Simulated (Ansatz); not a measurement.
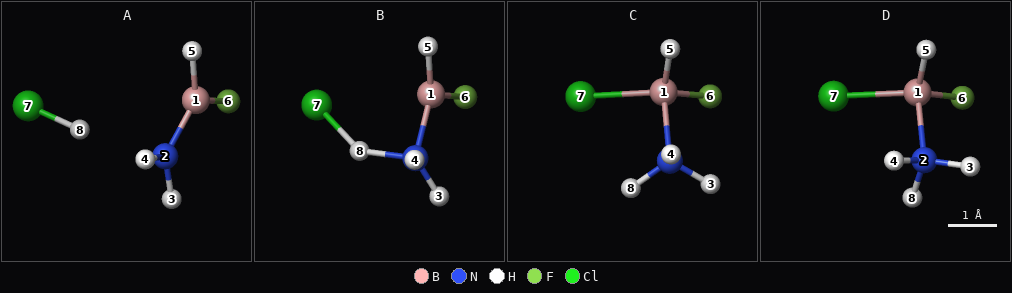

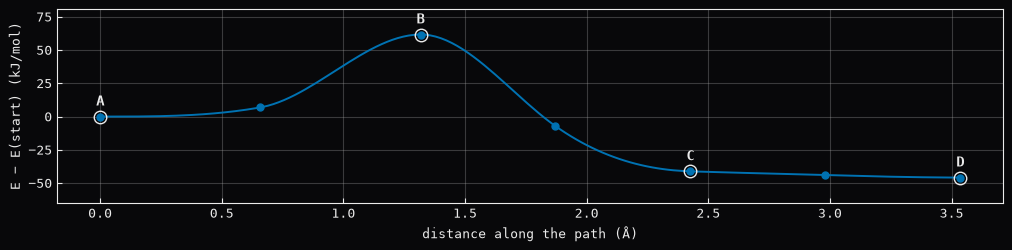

A nudged-elastic-band calculation for BNH₄ClF. Images are numbered from 0 (start) to 6 (end). Frames A to D are images 0, 2, 4, 6. A ball-and-stick model, seen at a tilt.

These are results of Ansatz 0.2.0, RKS B3LYP-D4/def2-SVP, not measurements. Set-up: 5 movable images; climbing image; force threshold 0.05 eV/Å; iteration limit 60; starting path through a guess of the saddle point.

> Describe the mechanism and the energy profile.

The highest point, image 2, lies 61.7 kJ/mol above the start and 107.5 kJ/mol above the end; the end is at −45.8 kJ/mol relative to the start. Breaking: Cl7–H8 (1.30 → 1.57 at the top → 2.82 Å). Forming: B1–Cl7 (3.64 → 2.52 at the top → 1.86 Å), N2–H8 (2.06 → 1.29 at the top → 1.03 Å). The band converged in 12 iterations, with a climbing image at the top.
